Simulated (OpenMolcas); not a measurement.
**Run report: AlH₃O, single-point calculation**

AlH₃O, SMILES [OH][AlH2], computed with B2PLYP/STO-3G, RKS (OpenMolcas 26.06).

The geometry comes from this level: GFN2-xTB.

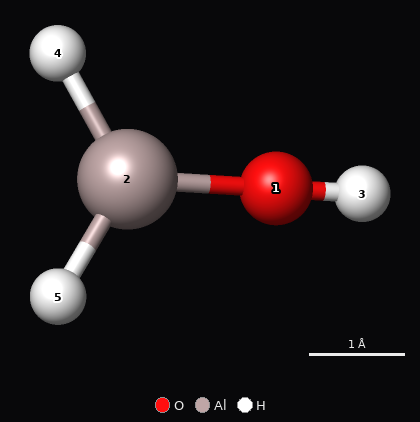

*The structure as given in the input (ball-and-stick view, seen at a tilt; atoms are numbered from 1 in the order of the input). Sticks mark near contacts.*

Bond lengths as drawn: Al–H 1.53 Å, Al–O 1.64 Å and H–O 0.95 Å.

**The input**
```
&GATEWAY
 BasLib=$CurrDir
 Coord=input.xyz
 Basis=STO-3G
 Group=NoSym

&SEWARD
 GridInput
 Grid=UltraFine
 End of Grid

&SCF
 KSDFT=B2PLYP_SCF
 Thresholds=1e-10 1e-07 1e-07 1e-05
 PrOrbitals=1 1

&MBPT2
 Frozen=6
```

**File input.xyz**
```
5

O      0.466850    -0.840530     0.530140
Al    -0.229260     0.411010    -0.259630
H      0.871080    -1.565960     0.987920
H     -1.146160     0.148040    -1.457320
H      0.037500     1.847440     0.198890
```

Machine: 1 thread of Intel Xeon (Sapphire Rapids), 64 GiB of memory available, shared host.

Launch command:
```bash
export MOLCAS_MEM=1860
pymolcas job.input > job.log
```

**What the program printed**
```
--- Start Module: gateway ---

                                              &GATEWAY

                       available to each process: 1.9 GB of memory, 1 thread

 Basis Set     1 Label: O.STO-3G
 Basis set is read from library:.
 basistype.tbl is not found

 Basis Set     2 Label: AL.STO-3G
 Basis set is read from library:.
 basistype.tbl is not found

 Basis Set     3 Label: H.STO-3G
 Basis set is read from library:.
 basistype.tbl is not found

++    Symmetry information:
      ---------------------

                    Character Table for C1

                             E
                    a        1  x, y, xy, Rz, z, xz, Ry, yz, Rx, I
--

++    Basis set information:
      ----------------------

      Basis set label: O.STO-3G.........

      Electronic valence basis set:
      ------------------
      Associated Effective Charge   8.000000 au
      Associated Actual Charge      8.000000 au
      Nuclear Model: Point charge

      Shell  nPrim  nBasis  Cartesian Spherical Contaminant
         s       6       2        X
         p       3       1        X

      Basis set label: AL.STO-3G.........

      Electronic valence basis set:
      ------------------
      Associated Effective Charge  13.000000 au
      Associated Actual Charge     13.000000 au
      Nuclear Model: Point charge

      Shell  nPrim  nBasis  Cartesian Spherical Contaminant
         s       9       3        X
         p       6       2        X

      Basis set label: H.STO-3G.........

      Electronic valence basis set:
      ------------------
      Associated Effective Charge   1.000000 au
      Associated Actual Charge      1.000000 au
      Nuclear Model: Point charge

      Shell  nPrim  nBasis  Cartesian Spherical Contaminant
         s       3       1        X
--

++    Molecular structure info:
      -------------------------

                    ************************************************
                    **** Cartesian Coordinates / bohr, angstrom ****
                    ************************************************

     Center  Label                x              y              z                     x              y              z
        1      O1               0.882219      -1.588372       1.001819              0.466850      -0.840530       0.530140
        2      AL2             -0.433239       0.776696      -0.490630             -0.229260       0.411010      -0.259630
        3      H3               1.646103      -2.959236       1.866898              0.871080      -1.565960       0.987920
        4      H4              -2.165928       0.279755      -2.753936             -1.146160       0.148040      -1.457320
        5      H5               0.070865       3.491156       0.375848              0.037500       1.847440       0.198890

                    ***************************************
                    *    InterNuclear Distances / bohr    *
                    ***************************************

               1 O1            2 AL2           3 H3            4 H4            5 H5
    1 O1       0.000000
    2 AL2      3.090530        0.000000
    3 H3       1.791968        4.882498        0.000000
    4 H4       5.185248        2.893392        6.809901        0.000000
    5 H5       5.181866        2.893647        6.805303        5.011176        0.000000

                    *******************************************
                    *    InterNuclear Distances / angstrom    *
                    *******************************************

               1 O1            2 AL2           3 H3            4 H4            5 H5
    1 O1       0.000000
    2 AL2      1.635438        0.000000
    3 H3       0.948268        2.583707        0.000000
    4 H4       2.743915        1.531117        3.603644        0.000000
    5 H5       2.742125        1.531252        3.601211        2.651800        0.000000

                    **************************************
                    *    Valence Bond Angles / degree    *
                    **************************************
                          Atom centers                 Phi
                      4 H4       2 AL2      5 H5       119.98
--

            Nuclear Potential Energy             53.34374416 au

--- Stop Module: gateway /rc=_RC_ALL_IS_WELL_ ---

--- Start Module: seward ---

                                              &SEWARD

                       available to each process: 1.9 GB of memory, 1 thread

               SEWARD will generate:
                  Multipole Moment integrals up to order  2
                  Kinetic Energy integrals
                  Nuclear Attraction integrals (point charge)
                  One-Electron Hamiltonian integrals
                  Velocity integrals
                  Orbital angular momentum around (  0.0428  -0.0789   0.0494 )
                  Velocity quadrupole around (  0.0428  -0.0789   0.0494 )
                  Two-Electron Repulsion integrals

                   Integrals are discarded if absolute value <: 1.00E-14
                   Integral cutoff threshold is set to       <: 1.00E-16

            Nuclear Potential Energy             53.34374416 au

      Basis set specifications :
      Symmetry species         a
      Basis functions           17

--- Stop Module: seward /rc=_RC_ALL_IS_WELL_ ---

--- Start Module: scf ---

                                                &SCF

                       available to each process: 1.9 GB of memory, 1 thread

 ###############################################################################
 ###     Minimized-density-differences option turned off!                    ###
 ###############################################################################
++    Input section:
      --------------

      Header of the integral files:

      Cartesian coordinates in angstrom:
      -----------------------------------------------------
      No.  Label        X            Y            Z
      -----------------------------------------------------
       1   O1         0.46685000  -0.84053000   0.53014000
       2   AL2       -0.22926000   0.41101000  -0.25963000
       3   H3         0.87108000  -1.56596000   0.98792000
       4   H4        -1.14616000   0.14804000  -1.45732000
       5   H5         0.03750000   1.84744000   0.19889000
      -----------------------------------------------------
      Nuclear repulsion energy =   53.34374416
--

++    Orbital specifications:
      -----------------------

      Symmetry species               1
                                     a
      Frozen orbitals                0
      Occupied orbitals             12
      Secondary orbitals             5
      Deleted orbitals               0
      Total number of orbitals      17
      Number of basis functions     17
--

      Molecular charge                           0.000

      Numerical integration parameters
      --------------------------------
      Radial quadrature type:                         MHL
      Size of radial grid:                            99
      Lebedev angular grid:                           41
      Angular grid pruned with the crowding factor:  1.00E+10
                                 and fading factor:  1.00E+01
      Screening threshold for integral computation:   1.00E-11
      Radial quadrature accuracy:                     1.00E-25
      Maximum batch size:                             128
      AO values are stored on disk
      The same grid will be used for all iterations.

      DFT functional specifications
      -----------------------------
      Using Libxc version: 6.2.2
      Please cite the following reference:
      S. Lehtola, C. Steigemann, M. J.T. Oliveira, and M. A.L. Marques.,  SoftwareX 7, 1–5 (2018) doi:10.1016/j.softx.2017.11.002

      * Becke 88
        - A. D. Becke.,  Phys. Rev. A 38, 3098 (1988) doi:10.1103/PhysRevA.38.3098
      * Lee, Yang & Parr
        - C. Lee, W. Yang, and R. G. Parr.,  Phys. Rev. B 37, 785 (1988) doi:10.1103/PhysRevB.37.785
        - B. Miehlich, A. Savin, H. Stoll, and H. Preuss.,  Chem. Phys. Lett. 157, 200 (1989) doi:10.1016/0009-2614(89)87234-3

++    Optimization specifications:
      ----------------------------

      SCF Algorithm: Conventional
      D(i)-D(i-1) density differences are used
      Number of density matrices in core                 5
      Maximum number of NDDO SCF iterations            400
      Maximum number of HF SCF iterations              400
      Threshold for SCF energy change             1.00E-10
      Threshold for density matrix                1.00E-07
      Threshold for Fock matrix                   1.00E-07
      Threshold for linear dependence             1.00E-09
      Threshold at which DIIS is turned on        1.50E-01
      Maximum depth in the DIIS procedure                5
      Maximum depth in the BFGS Hessian update          30
      Threshold at which QNR/C2DIIS is turned on  7.50E-02
      Threshold for Norm(delta) (QNR/C2DIIS)      1.00E-05
      All orbitals punched on: SCFORB
--

      Input vectors read from INPORB
      Orbital file label: *Guess orbitals

++ Convergence information
                                   B2PLYP_SCF iterations: Energy and convergence statistics

Iter     Tot. B2PLYP_SCF One-elec.       Two-elec.     Energy      Max Dij or  Max Fij      DNorm      TNorm      AccCon     Time
         Energy          Energy          Energy        Change      Delta Norm                                                in Sec.
   1  -314.969925305  -561.361817305   193.048147843   0.00E+00    6.80E-01*   1.65E-01*    7.06E+00   6.73E+01   None         0.
   2  -315.108352777  -559.551100441   191.099003507  -1.38E-01*   4.16E-01*   1.39E-01*    2.24E+00   6.72E+01   EDIIS        0.
   3  -315.163201307  -560.878532993   192.371587528  -5.48E-02*   1.15E-01*   5.85E-02*    1.28E+00   6.72E+01   EDIIS        0.
   4  -315.186445442  -560.160156073   191.629966473  -2.32E-02*   1.27E-02*   1.42E-02*    4.45E-01   6.72E+01   c2DIIS       0.
   5  -315.189230482  -560.366765952   191.833791313  -2.79E-03*   2.42E-03*   1.50E-03*    3.66E-02   6.72E+01   QNRc2DIIS    0.
   6  -315.189238995  -560.350469387   191.817486234  -8.51E-06*   1.27E-03*   7.33E-04*    1.40E-02   6.72E+01   QNRc2DIIS    0.
   7  -315.189241315  -560.355641467   191.822655995  -2.32E-06*   1.32E-04*   4.78E-05*    5.57E-03   6.72E+01   QNRc2DIIS    0.
   8  -315.189241332  -560.356593835   191.823608345  -1.76E-08*   1.46E-05*   7.05E-06*    6.13E-04   6.72E+01   QNRc2DIIS    0.
   9  -315.189241333  -560.356408687   191.823423197  -4.07E-10*   2.14E-06    6.91E-07*    7.61E-05   6.72E+01   QNRc2DIIS    0.
  10  -315.189241333  -560.356417514   191.823432023  -7.05E-12    1.53E-07    9.37E-08     1.14E-05   6.72E+01   QNRc2DIIS    0.

       Convergence after  10 Iterations
--

 *****************************************************************************************************************************
 *                                             SCF/KS-DFT Program, Final results                                             *
 *                                                       Final Results                                                       *
 *****************************************************************************************************************************

::    Total KS-DFT energy                            -315.1892413328
      One-electron energy                            -560.3564175138
      Two-electron energy                             191.8234320234
      Nuclear repulsion energy                         53.3437441576
      Kinetic energy (interpolated)                   310.6821283860
      Virial theorem                                    1.0145071523
      Total spin, S(S+1)                                0.0000000000
      Total spin, S                                     0.0000000000
      Max non-diagonal density matrix element           0.0000002516
      Max non-diagonal Fock matrix element              0.0000000139

      All orbitals with orbital energies smaller than  E(LUMO)+0.5 are printed

++    Molecular orbitals:
      -------------------

      Title: RKS-DFT orbitals

      Molecular orbitals for symmetry species 1: a

          Orbital            1         2         3         4         5         6         7         8         9        10
          Energy          -56.3879  -19.2949   -4.2541   -2.6364   -2.6327   -2.6311   -0.9707   -0.4828   -0.3420   -0.2772
          Occ. No.          2.0000    2.0000    2.0000    2.0000    2.0000    2.0000    2.0000    2.0000    2.0000    2.0000

          Orbital           11        12        13        14        15        16        17
          Energy           -0.2066   -0.1815    0.2660    0.3329    0.5050    0.6277    0.7213
          Occ. No.          2.0000    2.0000    0.0000    0.0000    0.0000    0.0000    0.0000

--

++    Molecular charges:
      ------------------

      Mulliken charges per centre and basis function type
      ---------------------------------------------------

                O1      AL2     H3      H4      H5
      1s       3.7022  4.9184  0.8014  1.2704  1.2705
      2px      1.7060  2.3100  0.0000  0.0000  0.0000
      2pz      1.6973  2.3957  0.0000  0.0000  0.0000
      2py      1.4644  2.4637  0.0000  0.0000  0.0000
      Total    8.5699 12.0878  0.8014  1.2704  1.2705

      N-E     -0.5699  0.9122  0.1986 -0.2704 -0.2705

      Total electronic charge=   24.000000

      Total            charge=   -0.000000
--

++    Molecular properties:
      ---------------------

      Charge (e):
                      =   -0.0000
      Dipole Moment (debye):
      Origin of the operator (angstrom)=    0.0227   -0.0418    0.0261
                   X=  4.4812E-01               Y= -8.1415E-01               Z=  5.0994E-01           Total=  1.0600E+00
      Quadrupole Moment (debye*angstrom):
      Origin of the operator (angstrom)=    0.0227   -0.0418    0.0261
                  XX= -1.5054E+01              XY= -8.2802E-01              XZ= -2.1212E+00              YY= -1.7308E+01
                  YZ= -1.3713E+00              ZZ= -1.6289E+01
      In traceless form (debye*angstrom)
                  XX=  1.7443E+00              XY= -1.2420E+00              XZ= -3.1818E+00              YY= -1.6365E+00
                  YZ= -2.0569E+00              ZZ= -1.0775E-01
--

--- Stop Module: scf /rc=_RC_ALL_IS_WELL_ ---
--- Module scf spent 2 seconds ---

--- Start Module: mbpt2 ---

                                               &MBPT2

                       available to each process: 1.9 GB of memory, 1 thread

 ###############################################################################
 ###    WARNING: MP2 implementation intended for RHF references only         ###
 ###############################################################################
MBPT2 WARNING: Reference function according to RunFile:KS-DFT
I'll assume you know what you're doing and continue

WARNING!
Default frozen orbitals as non valence orbitals is overwritten by user input.
Default values:   3

      Cartesian coordinates in angstrom:
      -----------------------------------------------------
      No.  Label        X            Y            Z
      -----------------------------------------------------
       1   O1         0.46685000  -0.84053000   0.53014000
       2   AL2       -0.22926000   0.41101000  -0.25963000
       3   H3         0.87108000  -1.56596000   0.98792000
       4   H4        -1.14616000   0.14804000  -1.45732000
       5   H5         0.03750000   1.84744000   0.19889000
      -----------------------------------------------------
      Nuclear repulsion energy =   53.34374416

      Contents of RUNFILE file:
      -------------------------

      Symmetry species                           1
                                                 a
      Number of basis functions                 17
      Frozen occupied orbitals                   6
      Active occupied orbitals                   6
      Active external orbitals                   5
      Deleted external orbitals                  0

      Reference numbers of frozen occupied orbitals according to the original input sequence
      symmetry species 1                        1  2  3  4  5  6

      Energies of the active occupied orbitals

      symmetry species 1                    -0.970680     -0.482761     -0.341963     -0.277232     -0.206601
                                            -0.181457

      Energies of the active external orbitals

      symmetry species 1                     0.265958      0.332933      0.505027      0.627653      0.721278

      ********************************************************************************************************
      *                                               Results                                                *
      ********************************************************************************************************

 Conventional algorithm used...

       SCF energy                           =     -315.1892413328 a.u.
       Second-order correlation energy      =       -0.0854220149 a.u.

       Total energy                         =     -315.2746633477 a.u.
       Reference weight ( Cref**2 )         =        0.95019

::    Total MBPT2 energy                             -315.2746633477

       Zeroth-order energy (E0)             =     -127.2518084915 a.u.

       Shanks-type energy S1(E)             =     -315.2747021917 a.u.

       Data processing and timing information:

       Section                                              time(sec)
                                                          CPU  Elapsed

      Input data processing                              0.04      0.03
      Transformation of integrals                        0.00      0.00
      MBPT2 calculations (BJAI)                          0.00      0.00
      Total MBPT2 calculations                           0.04      0.03

--- Stop Module: mbpt2 /rc=_RC_ALL_IS_WELL_ ---

.##################.
.# Happy landing! #.
.##################.

    Timing: Wall=3.18 User=2.45 System=0.68
```

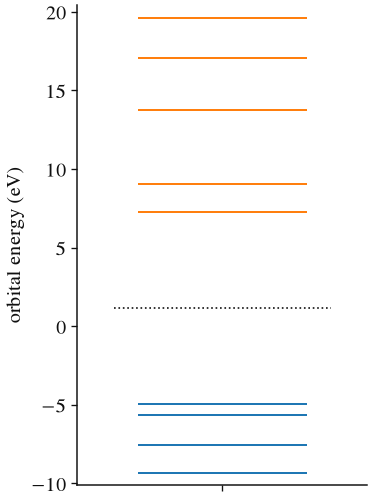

*Orbital energies near the frontier; the dotted line parts filled from empty levels, and levels within 0.02 eV of each other stand side by side.*

Highest filled −4.94 eV, lowest empty 7.24 eV, 12.18 eV apart.

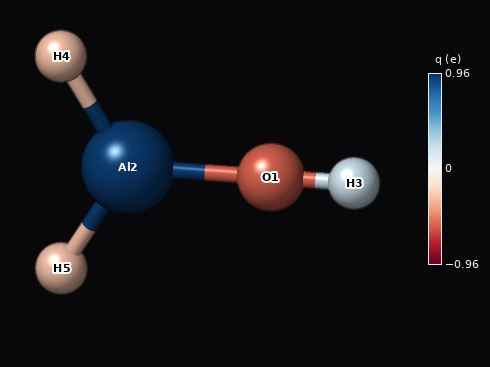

*Mulliken charges, as the colour of each atom (ball-and-stick view, seen at a tilt; atoms are numbered from 1 in the order of the input).*

By element: O −0.57, Al +0.91 and H −0.27 to +0.20 e.

**Key numbers**

| quantity | value |
| --- | --- |
| outcome | converged |
| total energy | −315.212305 hartree |
| SCF energy | −315.189241 hartree |
| correlation energy | −0.085422 hartree |
| basis functions | 17 |
| HOMO | −4.94 eV |
| LUMO | 7.24 eV |
| dipole moment | 1.06 debye |
| wall time | 3.6 s |
| peak memory | 0.37 GiB |

**Remarks**

The record of the run, not the program, notes: the program prints the second-order term unscaled; the energy takes 0.27 of it.
